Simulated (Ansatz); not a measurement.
## Quasiparticle gap of Cd5B3ClO9 (Cm)

How far does one-shot GW move the PBE gap of Cd5B3ClO9 (Cm)?

Program: Ansatz 0.2.0. Level of theory: PBE, then G0W0 on it, plane waves, PAW. Results are calculated unless marked as measured.

## 1. Set-up

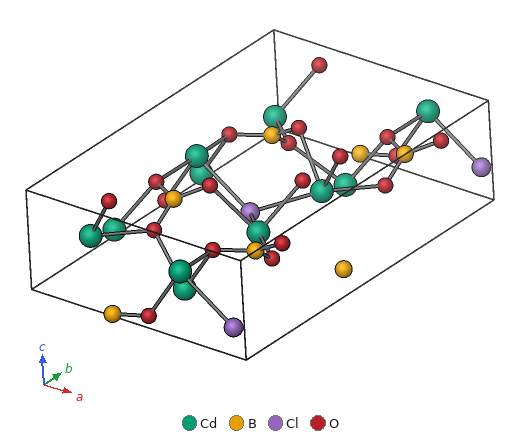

The starting structure, seen slightly off an axis (cadmium teal, boron orange, chlorine purple, oxygen red). This picture shows the conventional cell, with its axes. Bonds to atoms that aren't drawn are left out. Some periodic images of atoms are drawn too.

The start is a cell from the Crystallography Open Database.

## 2. Relaxation

The structure is relaxed first.

This step: DFT, PBE, plane waves, PAW; PAW set soft_1.

The input, input.yaml:

```yaml
crystal:
  lattice:
    - [4.086, -8.0305, 0.0]
    - [4.086, 8.0305, 0.0]
    - [-0.5610688069, 0.0, 3.4284942182]
  atoms:
    - { symbol: Cd, position: [0.98952, 0.73328, 0.5692] }
    - { symbol: Cd, position: [0.73328, 0.98952, 0.5692] }
    - { symbol: Cd, position: [0.31109, 0.66231, 0.91154] }
    - { symbol: Cd, position: [0.66231, 0.31109, 0.91154] }
    - { symbol: Cd, position: [0.28934, 0.28934, 0.31388] }
    - { symbol: B, position: [0.6225, 0.6225, 0.978] }
    - { symbol: B, position: [0.9699, 0.3675, 0.3378] }
    - { symbol: B, position: [0.3675, 0.9699, 0.3378] }
    - { symbol: Cl, position: [0.0512, 0.0512, 0.7082] }
    - { symbol: O, position: [0.7765, 0.6253, 0.0207] }
    - { symbol: O, position: [0.6253, 0.7765, 0.0207] }
    - { symbol: O, position: [0.451, 0.451, 0.8758] }
    - { symbol: O, position: [0.1615, 0.4567, 0.3494] }
    - { symbol: O, position: [0.4567, 0.1615, 0.3494] }
    - { symbol: O, position: [0.1959, 0.8367, 0.1258] }
    - { symbol: O, position: [0.8367, 0.1959, 0.1258] }
    - { symbol: O, position: [0.9094, 0.4528, 0.5448] }
    - { symbol: O, position: [0.4528, 0.9094, 0.5448] }
kpoints:
  mp_grid: { grid: [4, 4, 6] }
hamiltonian:
  xc: pbe
  pseudopotentials: { kind: paw, azcp: { folder: soft_1 } }
scf:
  occupations: { method: fermi_dirac, width: 0.02 }
relax:
  f_tol: 0.02
  max_steps: 60
```

Launch:

```sh
$ ansatz run input.yaml --threads 2 --pin off --max-ram 92160MiB --backend cuda --events-out ev --progress --plain --runs-dir out --devices 1 --max-vram 13GiB
```

Numbers of over 12 decimals in the logs are rounded to 6 here.

Log:

```text
GPUs: using 1 of 1 available (devices: 1).
Engine: ansatz 0.2.0, x86_64-unknown-linux-gnu
Pseudopotentials: kind: paw
Pseudopotential: Cd, paw, valence charge 20, recommended cutoff 420 eV (normal), soft_1/Cd.paw.azcp
Pseudopotential: B, paw, valence charge 3, recommended cutoff 420 eV (normal), soft_1/B.paw.azcp
Pseudopotential: Cl, paw, valence charge 7, recommended cutoff 420 eV (normal), soft_1/Cl.paw.azcp
Pseudopotential: O, paw, valence charge 6, recommended cutoff 420 eV (normal), soft_1/O.paw.azcp
Functional definition: PBE
  parameter kappa = 0.804
  parameter beta = 0.066725
  exchange = pbe_x(kappa = kappa, mu = beta*pi^2/3)
  correlation = pbe_c(beta = beta)
device memory: the entry about to start is reckoned to put 3.8 GiB on a device that reports 54.5 GiB free (of which the cap on the GPU budget leaves the run 13.0 GiB)
GPU FFT provider: cuFFT
GPU libraries: cuBLAS 13.8.2, cuFFT 12.4.0, cuSOLVER 12.3.4
Crystal: 18 atoms, lattice volume = 224.996 Å³
Basis set: ecut = 420 eV, 4399 PW (Γ), exchange–correlation on 128×128×48 points (8 copies of the dense FFT grid, shifted against one another)
Bands: 103, of which v1, the nominal top of the filled ones, is band 85 counted from 1 (84 counted from 0)
Symmetry: 2 space group operations
Space group: Cm (ITA 8), of the structure as read, at distance tolerance 6.1e-5 Å
k-points: 34 of 96 (time reversal used)
Non-local potential: Cd, projectors of the file, l = 0: 3, l = 1: 2, l = 2: 2, l = 3: 1
Non-local potential: B, projectors of the file, l = 0: 2, l = 1: 2, l = 2: 1
Non-local potential: Cl, projectors of the file, l = 0: 2, l = 1: 2, l = 2: 1
Non-local potential: O, projectors of the file, l = 0: 2, l = 1: 2, l = 2: 1
PAW form: soft (Blöchl's): semilocal exchange-correlation on the pseudo side does not see the compensation charge
PAW one-centre angular grid: Cd, 590 points (default); XC on 64 Gauss nodes
PAW one-centre angular grid: B, 110 points (default); XC on 64 Gauss nodes
PAW one-centre angular grid: Cl, 110 points (default); XC on 64 Gauss nodes
PAW one-centre angular grid: O, 110 points (default); XC on 64 Gauss nodes
Initial density: superposition of atomic densities (chi_scale 0.1, normalization cell, long waves kept (reshape's long-wave potential 0.07 eV rms))
Initial wavefunctions: pseudopotential atomic-orbital guess
GPU buffer pool allocated for 98304 grid points (all kernels)
GPU transforms: local potential and band sums: pruned to the plane-wave sphere, on 64×64×24
Functional: x = pbe(κ = 0.804, μ = 0.219515), c = pbe(β = 0.066725)
SCF iter   1: F=—  HF=-47940.488636 eV  |F-HF|=—  |Δ(HF+E_count)|=         —  Δρ=9.49e-2  dr2=1.84e1  ethr=3.10e-3  ⟨swp⟩=6.0  Hψ=12604  notcnv=0  defer=18
preconditioner: auto → Resta (q_TF=auto, 2.604 Å⁻¹)  ε∞=4.5  [insulator: Δε(μ)=1.871 eV  Ē_g=15.074 eV  σ=0.020 eV  W_gap=1.00  n_scr=66 (ndim 8)  ℏωp=28.2 eV  f_vac=0.009  D(μ)=0.00/eV (n_scr^D=0)  ε∞_Penn≈4.5]
SCF iter   2: F=—  HF=-47934.801021 eV  |F-HF|=—  |Δ(HF+E_count)|=    5.69e0  Δρ=3.62e-2  dr2=3.04e0  ethr=3.10e-3  ⟨swp⟩=3.0  Hψ=7289  notcnv=0  defer=432
SCF iter   3: F=—  HF=-47934.124600 eV  |F-HF|=—  |Δ(HF+E_count)|=   6.76e-1  Δρ=1.27e-2  dr2=4.29e-1  ethr=1.79e-3  ⟨swp⟩=3.0  Hψ=5081  notcnv=0  defer=432
SCF iter   4: F=—  HF=-47934.062966 eV  |F-HF|=—  |Δ(HF+E_count)|=   6.16e-2  Δρ=2.52e-3  dr2=1.87e-2  ethr=2.53e-4  ⟨swp⟩=4.3  Hψ=7110  notcnv=0  defer=420
SCF iter   5: F=—  HF=-47934.075543 eV  |F-HF|=—  |Δ(HF+E_count)|=   1.26e-2  Δρ=5.11e-4  dr2=6.39e-4  ethr=1.10e-5  ⟨swp⟩=2.6  Hψ=5425  notcnv=0  defer=420
SCF iter   6: F=—  HF=-47934.077584 eV  |F-HF|=—  |Δ(HF+E_count)|=   2.04e-3  Δρ=1.78e-4  dr2=5.65e-5  ethr=3.76e-7  ⟨swp⟩=2.0  Hψ=5534  notcnv=0  defer=420
SCF iter   7: F=-47934.077648 eV  HF=-47934.077645 eV  |F-HF|=2.96e-6  |Δ(HF+E_count)|=   6.12e-5  Δρ=5.34e-5  dr2=5.88e-6  ethr=5.88e-9  ⟨swp⟩=4.9  Hψ=11904  notcnv=0
SCF 1 converged in 7 iterations: F = -47934.077648 eV  dr2 = 5.88e-6
  greatest PAW one-centre occupation: 1.000 electrons in one spin orbital (limit 2), on the Cd atom at site 1 (counted from 0), in its partial waves of l = 1
relax step   1: F+E_penalty+E_count = -47934.07764834 eV  Δ(F+E_penalty+E_count) = +0.000e0 eV  max|allowed force component| = 4.367e-1 eV/Å  Δτ_max = 0.0000 Å  (7 SCF iters, dr2 threshold 1.00e-5 eV, accepted)
[...]
relax step   2: F+E_penalty+E_count = -47934.07475585 eV  Δ(F+E_penalty+E_count) = +2.892e-3 eV  max|allowed force component| = 4.575e-1 eV/Å  Δτ_max = 0.0354 Å  (6 SCF iters, dr2 threshold 1.19e-5 eV, rejected (line search))
[...]
relax step   3: F+E_penalty+E_count = -47934.09341542 eV  Δ(F+E_penalty+E_count) = -1.577e-2 eV  max|allowed force component| = 2.438e-1 eV/Å  Δτ_max = 0.0165 Å  (7 SCF iters, accepted)
[...]
relax step   4: F+E_penalty+E_count = -47934.09491238 eV  Δ(F+E_penalty+E_count) = -1.497e-3 eV  max|allowed force component| = 1.138e-1 eV/Å  Δτ_max = 0.0408 Å  (6 SCF iters, dr2 threshold 3.71e-6 eV, accepted)
[...]
relax step   5: F+E_penalty+E_count = -47934.09900058 eV  Δ(F+E_penalty+E_count) = -4.088e-3 eV  max|allowed force component| = 6.693e-2 eV/Å  Δτ_max = 0.0281 Å  (5 SCF iters, dr2 threshold 2.82e-6 eV, accepted)
[...]
relax step   6: F+E_penalty+E_count = -47934.09919309 eV  Δ(F+E_penalty+E_count) = -1.925e-4 eV  max|allowed force component| = 3.256e-2 eV/Å  Δτ_max = 0.0086 Å  (5 SCF iters, dr2 threshold 9.76e-7 eV, accepted)
[...]
relax step   7: F+E_penalty+E_count = -47934.09933039 eV  Δ(F+E_penalty+E_count) = -1.373e-4 eV  max|allowed force component| = 4.649e-3 eV/Å  Δτ_max = 0.0058 Å  (6 SCF iters, accepted)
SCF converged after 6 iterations
Free energy (F): -47934.099330 eV
Harris-Foulkes:  -47934.099330 eV  (|F-HF|=1.11e-8)
Internal energy: -47934.099330 eV  (E = F + TS)
E sigma→0 (E₀):  -47934.099330 eV
Fermi energy:    9.424212 eV
--- Per-component energies (eV) ---
  E_band       = -2253.424522
  E_kinetic    = 4031.036879
  E_local      = -20559.623256  (includes V_loc(G=0)·N_el)
  E_nonlocal   = 1145.593979
  E_hartree    = 9183.810669
  E_xc         = -1629.559082
  E_vxc        = -2030.193247  (∫ρ·V_xc dr)
  E_paw        = -22868.962187  (= ΣΔE_a)
  E_vpaw       = -3207.871855  (= ΣTr[D̂ρ^β])
  E_aug_tail   = 0.008972  (compensation charges beyond the density's cutoff)
  E_ewald      = -17236.405305
  E_smearing   = -0.000000  (= −TS)
  E_closure    = 0.000000  (closes the sum)
  Σ components = -47934.099330   (vs F -47934.099330, Δ=0.00e0)
--- Forces (eV/Å), atoms counted from 1 ---
  atom   1  Cd     0.00388877    -0.00144270    -0.00175405
  atom   2  Cd     0.00388877     0.00144270    -0.00175405
  atom   3  Cd    -0.00112905     0.00168427    -0.00097834
  atom   4  Cd    -0.00112905    -0.00168427    -0.00097834
  atom   5  Cd    -0.00097164     0.00000000    -0.00138153
  atom   6  B     -0.00434270     0.00000000    -0.00014369
  atom   7  B     -0.00465155    -0.00131790    -0.00374033
  atom   8  B     -0.00465155     0.00131790    -0.00374033
  atom   9  Cl     0.00415873    -0.00000000     0.00040001
  atom  10  O      0.00009100     0.00013692     0.00237249
  atom  11  O      0.00009100    -0.00013692     0.00237249
  atom  12  O      0.00336526     0.00000000     0.00074295
  atom  13  O      0.00261641    -0.00217283    -0.00080994
  atom  14  O      0.00261641     0.00217283    -0.00080994
  atom  15  O      0.00098086    -0.00040077     0.00289817
  atom  16  O      0.00098086     0.00040077     0.00289817
  atom  17  O     -0.00292025     0.00403660     0.00216571
  atom  18  O     -0.00292025    -0.00403660     0.00216571
  max |Σ_I F_I| component: 7.48e-5 eV/Å
--- Relaxed structure (7 steps of the walk, 6 accepted, 0 SCFs on fresh bases) ---
  F+E_penalty+E_count = -47934.09933039 eV   max|allowed force component| = 4.649e-3 eV/Å
  atoms:
    - { symbol: Cd, position: [0.990390, 0.734256, 0.566266] }
    - { symbol: Cd, position: [0.734256, 0.990390, 0.566266] }
    - { symbol: Cd, position: [0.311391, 0.663002, 0.912446] }
    - { symbol: Cd, position: [0.663002, 0.311391, 0.912446] }
    - { symbol: Cd, position: [0.287176, 0.287176, 0.310257] }
    - { symbol: B, position: [0.621061, 0.621061, 0.973759] }
    - { symbol: B, position: [0.972076, 0.368902, 0.337001] }
    - { symbol: B, position: [0.368902, 0.972076, 0.337001] }
    - { symbol: Cl, position: [0.049188, 0.049188, 0.711821] }
    - { symbol: O, position: [0.775979, 0.623579, 0.019350] }
    - { symbol: O, position: [0.623579, 0.775979, 0.019350] }
    - { symbol: O, position: [0.450231, 0.450231, 0.874495] }
    - { symbol: O, position: [0.161837, 0.455260, 0.346766] }
    - { symbol: O, position: [0.455260, 0.161837, 0.346766] }
    - { symbol: O, position: [0.196635, 0.836026, 0.125224] }
    - { symbol: O, position: [0.836026, 0.196635, 0.125224] }
    - { symbol: O, position: [0.912035, 0.453415, 0.554960] }
    - { symbol: O, position: [0.453415, 0.912035, 0.554960] }
```

Wall time 33 s (1 × NVIDIA H100 80GB HBM3 (shared by 6 runs) with 2 threads of AMD EPYC 7R13 (Zen 3), shared host); peak memory 1 GiB.

Step by step:

```csv
step,energy less that of the first step (eV),largest force component (eV/Å)
1,0.0000,0.4367
2,0.0029,0.4575
3,-0.0158,0.2438
4,-0.0173,0.1138
5,-0.0214,0.0669
6,-0.0215,0.0326
7,-0.0217,0.0046
```

Relaxation step 2 was tried and not accepted.

The run keeps the 2 symmetry operations that it works with, so distortions that break them were not tested.

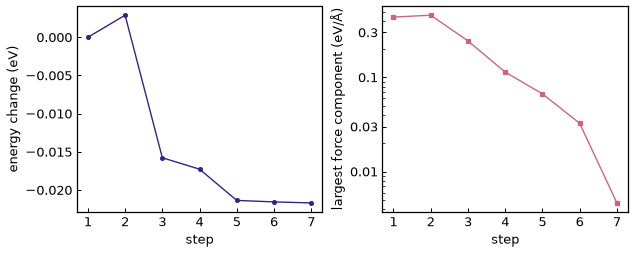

Energy and largest force along the relaxation.

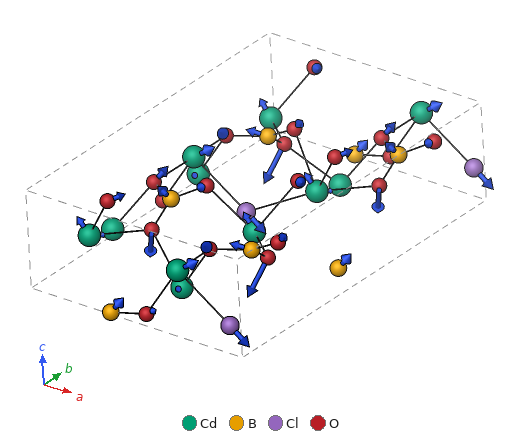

Displacements in the relaxation, exaggerated; the longest in the cell stands for 0.04 Å. Bonds to atoms that aren't drawn are left out. Some periodic images of atoms are drawn too.

The atoms that moved most (Å):

```csv
atom,dx,dy,dz,length
O18,0.008,0.016,0.035,0.039
O17,0.008,-0.016,0.035,0.039
Cl9,-0.018,0.000,0.012,0.022
Cd5,-0.016,0.000,-0.012,0.020
B6,-0.009,0.000,-0.015,0.017
O13,-0.003,-0.014,-0.009,0.017
O14,-0.003,0.014,-0.009,0.017
B7,0.015,-0.006,-0.003,0.017
```

## 3. Bands along the symmetry lines

Levels along a band path and on the mesh show where this functional puts the band edges.

The input, input.yaml:

```yaml
crystal:
  lattice:
    - [4.086, -8.0305, 0.0]
    - [4.086, 8.0305, 0.0]
    - [-0.5610688069, 0.0, 3.4284942182]
  atoms:
    - { symbol: Cd, position: [0.9903899046, 0.7342556792, 0.5662659888] }
    - { symbol: Cd, position: [0.7342556792, 0.9903899046, 0.5662659888] }
    - { symbol: Cd, position: [0.3113911839, 0.6630019832, 0.9124457693] }
    - { symbol: Cd, position: [0.6630019832, 0.3113911839, 0.9124457693] }
    - { symbol: Cd, position: [0.2871762088, 0.2871762088, 0.3102574688] }
    - { symbol: B, position: [0.6210609171, 0.6210609171, 0.9737592675] }
    - { symbol: B, position: [0.972075933, 0.3689018994, 0.3370010488] }
    - { symbol: B, position: [0.3689018994, 0.972075933, 0.3370010488] }
    - { symbol: Cl, position: [0.049188481, 0.049188481, 0.7118210963] }
    - { symbol: O, position: [0.7759792855, 0.623579409, 0.0193502893] }
    - { symbol: O, position: [0.623579409, 0.7759792855, 0.0193502893] }
    - { symbol: O, position: [0.4502306784, 0.4502306784, 0.8744954667] }
    - { symbol: O, position: [0.1618372402, 0.4552599818, 0.3467663233] }
    - { symbol: O, position: [0.4552599818, 0.1618372402, 0.3467663233] }
    - { symbol: O, position: [0.1966350256, 0.8360258997, 0.1252240285] }
    - { symbol: O, position: [0.8360258997, 0.1966350256, 0.1252240285] }
    - { symbol: O, position: [0.9120354728, 0.4534148167, 0.5549599024] }
    - { symbol: O, position: [0.4534148167, 0.9120354728, 0.5549599024] }
kpoints:
  mp_grid: { grid: [4, 4, 6] }
  band_path:
    path:
      - [[0.0, 0.0, 0.0], [-0.5, 0.5, 0.0], [-0.5, 0.5, -0.5], [0.0, 0.0, -0.5], [0.0, 0.0, 0.0]]
      - [[0.0, 0.5, -0.5], [0.0, 0.0, 0.0], [0.0, 0.5, 0.0]]
    npoints: 10
hamiltonian:
  xc: pbe
  pseudopotentials: { kind: paw, azcp: { folder: soft_1 } }
scf:
  occupations: { method: fermi_dirac, width: 0.02 }
  n_extra_bands: 10
output:
  eigenvalues: true
  forces: true
  stress: true
  write_density: true
  write_potential: true
  elf: true
  volumetric_format: npy
```

Log:

```text
[...]
GPUs: using 1 of 1 available (devices: 1).
[...]
GPU FFT provider: cuFFT
GPU libraries: cuBLAS 13.8.2, cuFFT 12.4.0, cuSOLVER 12.3.4
Crystal: 18 atoms, lattice volume = 224.996 Å³
Basis set: ecut = 420 eV, 4399 PW (Γ), exchange–correlation on 128×128×48 points (8 copies of the dense FFT grid, shifted against one another)
Bands: 95, of which v1, the nominal top of the filled ones, is band 85 counted from 1 (84 counted from 0)
Symmetry: 2 space group operations
[...]
k-points: 34 of 96 (time reversal used)
[...]
GPU buffer pool allocated for 98304 grid points (all kernels)
[...]
SCF iter   1: F=—  HF=-47940.492943 eV  |F-HF|=—  |Δ(HF+E_count)|=         —  Δρ=9.48e-2  dr2=1.84e1  ethr=3.10e-3  ⟨swp⟩=6.1  Hψ=11863  notcnv=0
[...]
SCF iter  11: F=-47934.099330 eV  HF=-47934.099330 eV  |F-HF|=1.23e-8  |Δ(HF+E_count)|=   4.28e-7  Δρ=6.06e-6  dr2=7.76e-8  ethr=5.88e-11  ⟨swp⟩=19.8  Hψ=40945  notcnv=0
SCF 1 converged in 11 iterations: F = -47934.099330 eV  dr2 = 7.76e-8
[...]
NSCF: frozen V_eff on 62 k-points
SCF converged after 11 iterations
Free energy (F): -47934.099330 eV
[...]
Internal energy: -47934.099330 eV  (E = F + TS)
E sigma→0 (E₀):  -47934.099330 eV
Fermi energy:    9.424220 eV
[...]
--- Forces (eV/Å), atoms counted from 1 ---
  atom   1  Cd     0.00389913    -0.00144504    -0.00177580
  atom   2  Cd     0.00389913     0.00144504    -0.00177580
  atom   3  Cd    -0.00109531     0.00174227    -0.00095606
  atom   4  Cd    -0.00109531    -0.00174227    -0.00095606
  atom   5  Cd    -0.00101288     0.00000000    -0.00137907
  atom   6  B     -0.00443225     0.00000000    -0.00017019
  atom   7  B     -0.00456061    -0.00127403    -0.00365965
  atom   8  B     -0.00456061     0.00127403    -0.00365965
  atom   9  Cl     0.00415617    -0.00000000     0.00039767
  atom  10  O      0.00006677     0.00020251     0.00236391
  atom  11  O      0.00006677    -0.00020251     0.00236391
  atom  12  O      0.00349250     0.00000000     0.00078827
  atom  13  O      0.00263043    -0.00217043    -0.00079619
  atom  14  O      0.00263043     0.00217043    -0.00079619
  atom  15  O      0.00087709    -0.00038372     0.00284276
  atom  16  O      0.00087709     0.00038372     0.00284276
  atom  17  O     -0.00291100     0.00403043     0.00214997
  atom  18  O     -0.00291100    -0.00403043     0.00214997
  max |Σ_I F_I| component: 2.55e-5 eV/Å
--- Stress (GPa, compression-positive) ---
        5.297223      -0.000000       0.260364
       -0.000000       4.635468      -0.000000
        0.260348      -0.000000       5.214140
  P = ⅓ Tr σ = 5.0489 GPa (50.489 kbar)
--- Band table (eV; the first three rows and the last of 34) ---
  k-point 0: bands = [... 81 lower, 7.8599, 7.9864, 8.2089, 8.3475, 10.3928, 13.0110, 13.3063, 13.4998, ... 6 higher]
  k-point 1: bands = [... 81 lower, 7.6725, 8.0427, 8.1399, 8.3543, 11.1674, 13.4822, 13.4961, 13.7504, ... 6 higher]
  k-point 2: bands = [... 81 lower, 7.8456, 7.9627, 8.1300, 8.4044, 12.5352, 13.6081, 13.8134, 14.1676, ... 6 higher]
  k-point 33: bands = [... 81 lower, 7.7700, 7.8555, 8.2259, 8.3340, 13.2287, 13.7121, 13.7539, 13.8386, ... 6 higher]
```

Wall time 16 s (1 × NVIDIA H100 80GB HBM3 (shared by 6 runs) with 2 threads); peak memory 1.3 GiB.

Reading the cycles: dr2 is the Hartree energy of the density residual (eV), the measure of convergence; HF is the Harris–Foulkes estimate of the energy, which meets the free energy F at convergence.

Numbers from this step:

- pressure: 5.049 GPa
- filled bands: 85
- gap: 1.983 eV
- valence top at: k = (0.000, 0.000, -0.400)
- conduction bottom at: Γ
- least direct gap: 2.045 eV

Over mesh and path the gap is 1.983 eV, from k = (0.000, 0.000, -0.400) to k = Γ. The least direct gap found is 2.045 eV, at k = Γ. On the 4×4×6 mesh alone the same run gives 1.985 eV, so that mesh misses an edge of PBE: 1.985 − 1.983 = +0.002 eV. The pressure in this cell is 5 GPa; the cell is kept.

The electronic bands at the labelled points (eV, zero at the top of the highest nominally filled band):

```csv
point,band 82,band 83,band 84,band 85,band 86,band 87,band 88,band 89
Γ,-0.55,-0.42,-0.20,-0.06,1.98,4.60,4.90,5.09
Y,-0.56,-0.42,-0.12,-0.08,3.15,3.20,4.86,5.10
M,-0.64,-0.55,-0.18,-0.08,4.82,5.30,5.34,5.43
A,-0.52,-0.51,-0.22,0.00,4.69,5.11,5.55,5.70
Γ,-0.55,-0.42,-0.20,-0.06,1.98,4.60,4.90,5.09
jump to L2,-0.68,-0.38,-0.27,-0.20,4.65,5.13,5.39,5.73
Γ,-0.55,-0.42,-0.20,-0.06,1.98,4.60,4.90,5.09
V2,-0.59,-0.43,-0.12,-0.08,3.39,3.54,4.57,4.78
```

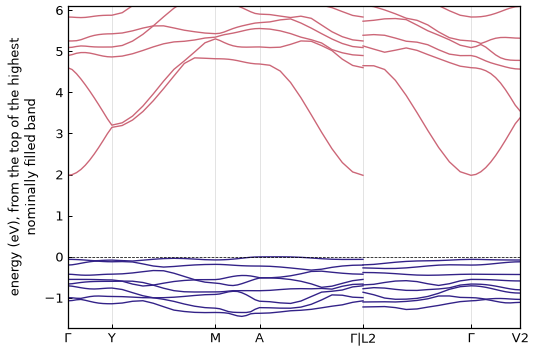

Electronic bands along the path; lines of filled and empty bands in two colours.

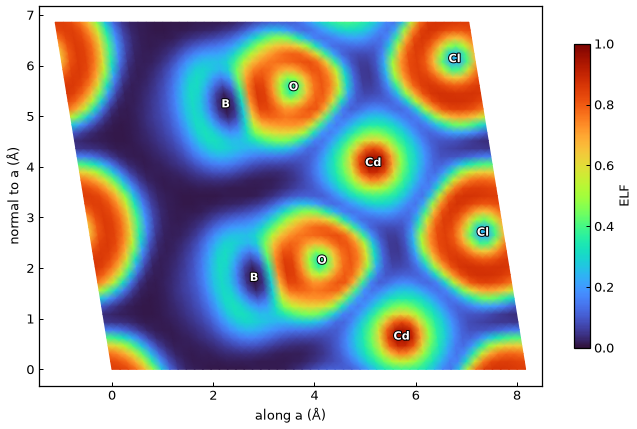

ELF in the ac plane of the conventional cell at fractional y = 0.000, with atoms of Cd and B and Cl and O within 0.2 Å of it. It is the smooth field of the valence electrons, not physical close to the nuclei. The map starts off the cell's origin, so that atoms lie inside it.

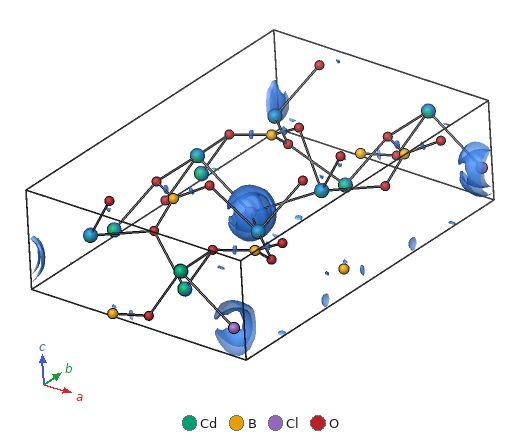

Surface of ELF = 0.85. Bonds to atoms that aren't drawn are left out.

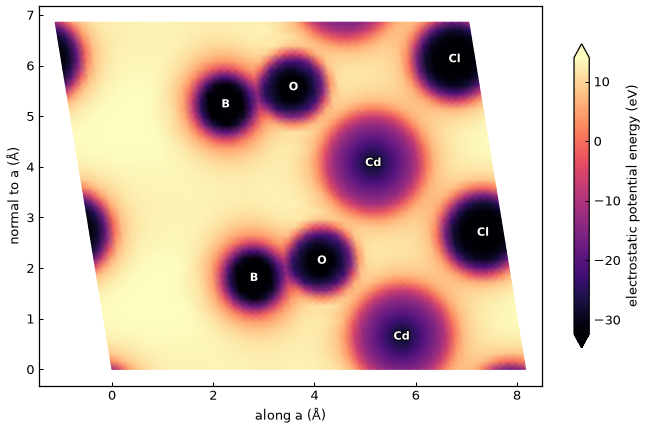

Electrostatic potential energy in the ac plane of the conventional cell at fractional y = 0.000, with atoms of Cd and B and Cl and O within 0.2 Å of it. With pseudopotentials it is smooth inside the atoms' cores, unlike the true potential. The map starts off the cell's origin, so that atoms lie inside it.

[end of part 1 of 3]

[Paths, hosts, dates, memory and timing lines, banners, echoed tables and standing remarks are left out of the program output.]

[Logs are printed without paths, hosts, clocks, repeated set-up lines and the standing remarks that a program may print on its own settings, such as how far it seeks lower states.]

[Runs of the session that timed out or met a known fault of the program may be left out.]

[Cells called generated may have been cut or substituted from an entry of the Crystallography Open Database or the Materials Project.]

[Hosts, paths, dates, database ids (printed as entryN), source tags and the programs' standing remarks are cut or masked in the printed files.]

[Where an RPA ε∞ is given, it is that of the G0W0 mesh and is not shown converged in it. Names of k-points follow the symmetry that the program found, which can be lower than the space group named. Band edges on a path are those of the sampled points; other points can move an edge, and change direct to indirect where valleys lie close.]

[Hybrid gaps are those of their k-mesh and are not shown converged in it.]
